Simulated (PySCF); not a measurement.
**Two runs on CH₆Cl₂Ge₂**

System: CH₆Cl₂Ge₂, SMILES [Cl][GeH2][CH2][GeH2][Cl].
Method of run 1: TDDFT PBE0/6-31G*, vertical, gas phase, core orbitals frozen in the response (PySCF 2.14.0).

The geometry comes from this level: PBE0-D3(BJ)/def2-SVP. Text and figures count atoms from 1; the logs count them from 0 in places.

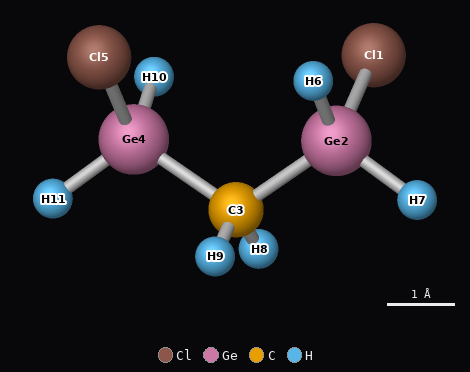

**Figure 1.** The structure as given in the input (ball-and-stick view, seen at a tilt; atoms are numbered from 1 in the order of the input). Sticks mark near contacts. Bond lengths as drawn: Cl–Ge 2.17 Å, C–Ge 1.95 Å, C–H 1.10 Å and Ge–H 1.53 to 1.54 Å.

The input, run 1:
```
{"job": {"kind": "uv", "xc": "PBE0", "basis": "6-31G*"}, "charge": 0, "multiplicity": 1}
Cl     1.767775     3.124795    -0.132183
Ge     2.095990     1.257740     0.926568
C      0.608789     0.109150     0.417260
Ge    -1.151134     0.805624     0.873638
Cl    -1.115103     1.209975     3.008806
H      2.127014     1.581356     2.423619
H      3.439706     0.701626     0.428561
H      0.652915    -0.040932    -0.673749
H      0.733647    -0.874447     0.898651
H     -1.470028     2.128791     0.169869
H     -2.247041    -0.248319     0.646145
```

The first line tells a small driver script what to run in PySCF; the rest is the geometry in Å.

Launched with:
```bash
OMP_NUM_THREADS=1 python <driver script> task.json out
```

Hardware: 1 CPU thread, shared host.

Output (run 1):
```
coarse grid: 47480 points
cycle   1  E = -5114.6379073586  dE = -9.520e-01  |g| = 6.620e-01  |ddm| = 3.091e+00
cycle   2  E = -5114.6074169853  dE =  3.049e-02  |g| = 8.038e-01  |ddm| = 1.373e+00
cycle   3  E = -5114.7176011206  dE = -1.102e-01  |g| = 1.517e-02  |ddm| = 7.420e-01
cycle   4  E = -5114.7176433461  dE = -4.223e-05  |g| = 1.009e-02  |ddm| = 3.524e-02
cycle   5  E = -5114.7176739346  dE = -3.059e-05  |g| = 2.476e-03  |ddm| = 1.561e-02
cycle   6  E = -5114.7176755220  dE = -1.587e-06  |g| = 7.619e-04  |ddm| = 3.238e-03
final grid: 93008 points
cycle   7  E = -5114.7176072310  dE =  1.266e-07  |g| = 1.060e-03  |ddm| = 2.085e-03
cycle   8  E = -5114.7176069234  dE =  3.076e-07  |g| = 1.499e-03  |ddm| = 2.597e-03
cycle   9  E = -5114.7176075366  dE = -6.132e-07  |g| = 5.781e-05  |ddm| = 1.516e-03
cycle  10  E = -5114.7176075374  dE = -7.831e-10  |g| = 7.270e-06  |ddm| = 6.396e-05
converged SCF energy = -5114.7176075374

Static polarisability (au): isotropic 78.942, principal 72.504 77.573 86.750

Singlet excitations
state   eV       nm        f      main configurations
  1   6.8908    179.9   0.00430   H->L 0.80, H-3->L+1 0.17
  2   6.9326    178.8   0.00792   H-1->L 0.66, H-2->L+1 0.29
  3   6.9665    178.0   0.00593   H-2->L 0.41, H-1->L+1 0.38, H->L+1 0.13
  4   6.9677    177.9   0.00280   H->L+1 0.54, H-3->L 0.26, H-1->L+1 0.09
  5   7.4793    165.8   0.00152   H-3->L 0.65, H->L+1 0.30
  6   7.5565    164.1   0.05306   H-3->L+1 0.64, H->L 0.14
  7   7.6020    163.1   0.00753   H-2->L 0.25, H-1->L+1 0.23, H-2->L+1 0.20
  8   7.6185    162.7   0.00342   H-2->L+1 0.43, H-1->L+1 0.20, H-2->L 0.18
  9   8.0764    153.5   0.20439   H->L+2 0.95
 10   8.1399    152.3   0.00469   H-1->L+2 0.90

Triplet excitations (Tamm-Dancoff, eV): 6.4796 6.4925 6.4965 6.5250
```

For run 2 the input was changed thus:
```diff
-"basis": "6-31G*"
+"basis": "aug-cc-pVDZ"
```

What does this change do to the results?

The total energy of run 2 is 358.2 kcal/mol lower, which measures the change of basis and not a stability. The HOMO goes from −8.47 to −8.57 eV. The LUMO goes from −0.24 to −0.55 eV. The dipole moment goes from 3.32 to 2.96 D. The lowest excitation goes from 6.89 to 6.76 eV. The strongest computed line goes from 8.08 to 7.31 eV. Diffuse functions give room to the loosely bound empty orbitals, which lowers the LUMO. The number of SCF iterations is the same. The basis functions go from 126 to 203.

Output (run 2):
```
coarse grid: 47480 points
cycle   1  E = -5115.2267735857  dE = -9.172e-01  |g| = 4.785e-01  |ddm| = 6.410e+00
cycle   2  E = -5115.2098746820  dE =  1.690e-02  |g| = 5.321e-01  |ddm| = 2.511e+00
cycle   3  E = -5115.2882445624  dE = -7.837e-02  |g| = 2.934e-02  |ddm| = 1.284e+00
cycle   4  E = -5115.2884818613  dE = -2.373e-04  |g| = 9.528e-03  |ddm| = 9.245e-02
cycle   5  E = -5115.2885031482  dE = -2.129e-05  |g| = 4.096e-03  |ddm| = 2.641e-02
cycle   6  E = -5115.2885078692  dE = -4.721e-06  |g| = 7.232e-04  |ddm| = 9.054e-03
final grid: 93008 points
cycle   7  E = -5115.2884884336  dE =  1.016e-07  |g| = 1.007e-03  |ddm| = 7.027e-03
cycle   8  E = -5115.2884881079  dE =  3.257e-07  |g| = 1.464e-03  |ddm| = 4.647e-03
cycle   9  E = -5115.2884887342  dE = -6.263e-07  |g| = 5.766e-05  |ddm| = 2.767e-03
cycle  10  E = -5115.2884887351  dE = -9.395e-10  |g| = 7.636e-06  |ddm| = 1.145e-04
converged SCF energy = -5115.2884887351

Static polarisability (au): isotropic 99.483, principal 92.892 95.571 109.985

Singlet excitations
state   eV       nm        f      main configurations
  1   6.7593    183.4   0.00799   H->L+1 0.52, H->L 0.16, H-3->L 0.16
  2   6.7818    182.8   0.00185   H->L 0.52, H->L+1 0.17, H-3->L+1 0.13
  3   6.8032    182.2   0.01310   H-1->L+1 0.36, H-2->L 0.32, H-1->L 0.12
  4   6.8191    181.8   0.01583   H-1->L 0.36, H-2->L+1 0.32, H-1->L+1 0.14
  5   7.2808    170.3   0.02214   H-3->L 0.42, H-3->L+1 0.26, H->L 0.16
  6   7.3085    169.6   0.03196   H-3->L+1 0.47, H-3->L 0.20, H->L+1 0.12
  7   7.3357    169.0   0.00958   H-2->L 0.45, H-1->L 0.18, H-1->L+1 0.14
  8   7.3608    168.4   0.00487   H-2->L+1 0.42, H-1->L+1 0.16, H->L+2 0.15
  9   7.3853    167.9   0.01052   H->L+2 0.68, H-2->L+1 0.09
 10   7.4948    165.4   0.00007   H-1->L+2 0.87

Triplet excitations (Tamm-Dancoff, eV): 6.3568 6.3730 6.3957 6.4072
```

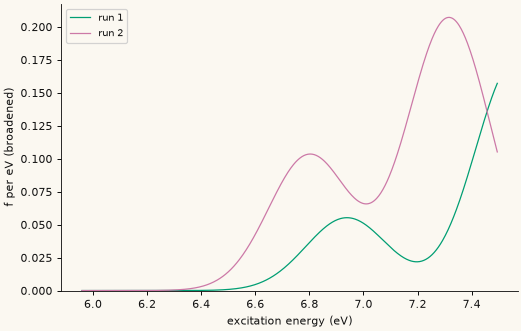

**Figure 2.** Absorption of the two runs from their computed states, each broadened by a Gaussian of 0.35 eV full width; the range ends where the shorter list of states ends.

The two runs side by side:

| quantity | run 1 | run 2 |
| --- | --- | --- |
| outcome | converged | converged |
| total energy (hartree) | −5114.717608 | −5115.288489 |
| HOMO (eV) | −8.47 | −8.57 |
| LUMO (eV) | −0.24 | −0.55 |
| dipole moment (D) | 3.32 | 2.96 |
| lowest excitation (eV) | 6.89 | 6.76 |
| SCF iterations | 10 | 10 |
| strongest computed line (eV) | 8.08 | 7.31 |
| basis functions | 126 | 203 |
| wall time (shared host) | 18 s | 41 s |

For both runs: Spin–orbit coupling is left out, which matters for the heavy atoms.
